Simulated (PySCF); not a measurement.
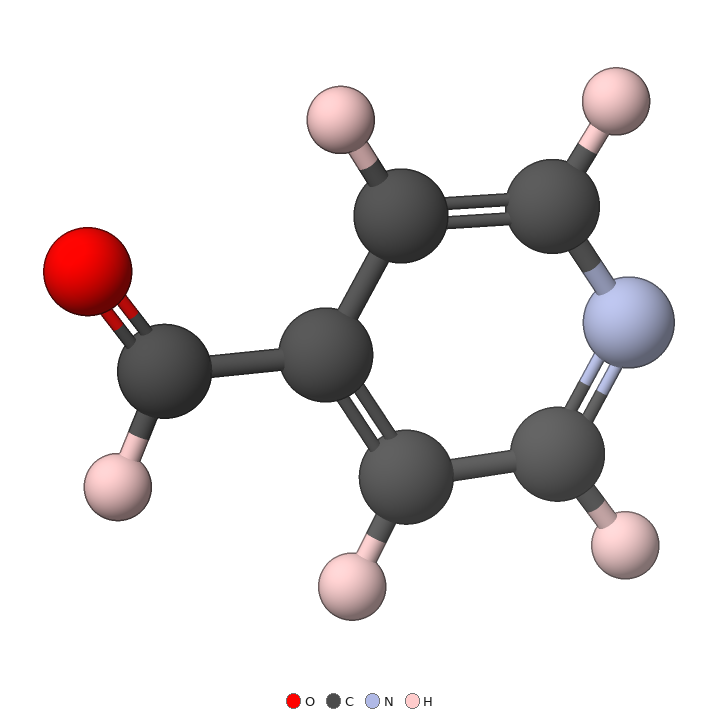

Ball-and-stick drawing of a structure.

The geometry was computed by an optimisation with GFN2-xTB. No frequency run is at hand to confirm it as a minimum.

Which formula does it have?

C6H5NO, 13 atoms: 6 carbon, 5 hydrogen, 1 nitrogen and 1 oxygen.

How many bonds of each kind are drawn?

5 C–C, 5 C–H, 2 C–N, 1 C–O.

Name some functional groups or characteristic bonds that it holds.

Among them: aldehyde.

Which point group does it belong to?

Cs.

More results for the same structure follow; atom numbers are the same in all pictures, views and colours differ.

**Geometry**

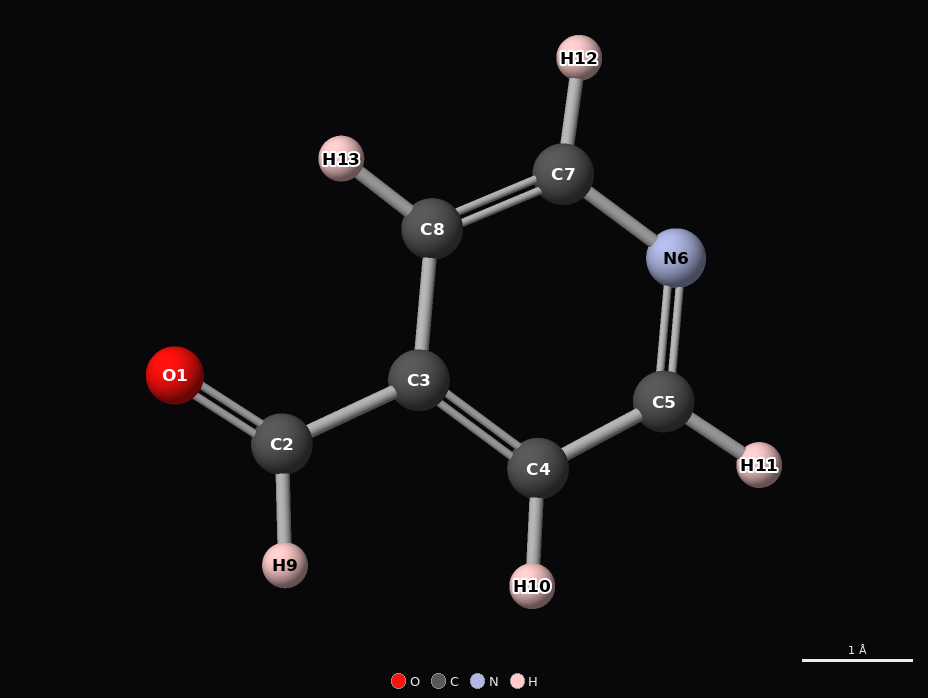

No frequency run is at hand to confirm it as a minimum.

List the bonds and their lengths.

```csv
bond,length (Å),order
O1–C2,1.202,double
C2–C3,1.475,single
C2–H9,1.108,single
C3–C4,1.394,aromatic
C3–C8,1.395,aromatic
C4–C5,1.386,aromatic
C4–H10,1.080,single
C5–N6,1.322,aromatic
C5–H11,1.082,single
N6–C7,1.322,aromatic
C7–C8,1.385,aromatic
C7–H12,1.082,single
C8–H13,1.079,single
```

**NMR shielding**

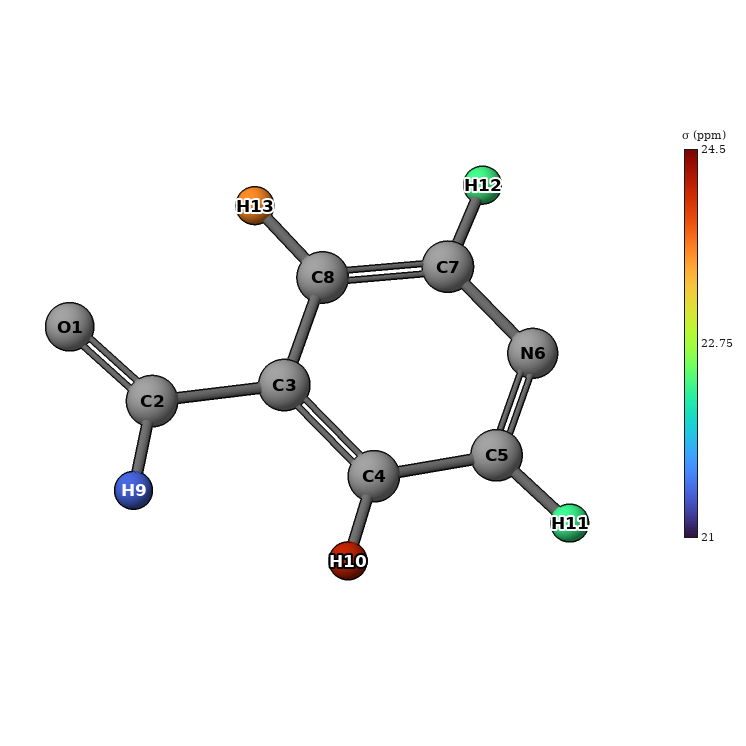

Atoms are coloured by their isotropic NMR shieldings (H only, the others grey). No frequency run is at hand to confirm it as a minimum. Level of theory: GIAO PBE0/pcSseg-1 NMR shielding, non-relativistic, gas phase (PySCF 2.14.0).

Give the isotropic NMR shieldings of the H atoms atom by atom.

```json
{"atom": "H9", "σ (ppm)": "21.42"}
{"atom": "H10", "σ (ppm)": "24.15"}
{"atom": "H11", "σ (ppm)": "22.37"}
{"atom": "H12", "σ (ppm)": "22.39"}
{"atom": "H13", "σ (ppm)": "23.58"}
```

**Electronic properties**

No frequency run is at hand to confirm it as a minimum. Level of theory: PBE0/pcSseg-1, gas phase (PySCF 2.14.0).

What is the HOMO energy (Kohn–Sham orbital)?

−7.78 eV.

Give the HOMO–LUMO gap at this level.

5.33 eV.

Give the dipole moment at this level.

1.75 D.

**Quadrupole coupling**

No frequency run is at hand to confirm it as a minimum. Electric field gradients from the ground-state density, PBE0/pcSseg-1 (PySCF 2.14.0), non-relativistic apart from any core potentials.

Give the largest field-gradient component, the quadrupole coupling constant and the asymmetry for 17O at O1 (Q = −25.6 mb), 14N at N6 (Q = 20.44 mb).

```tsv
atom	V_zz (a.u.)	e²qQ/h (MHz)	η
O1	−2.028	12.20	0.56
N6	−1.197	−5.75	0.45
```
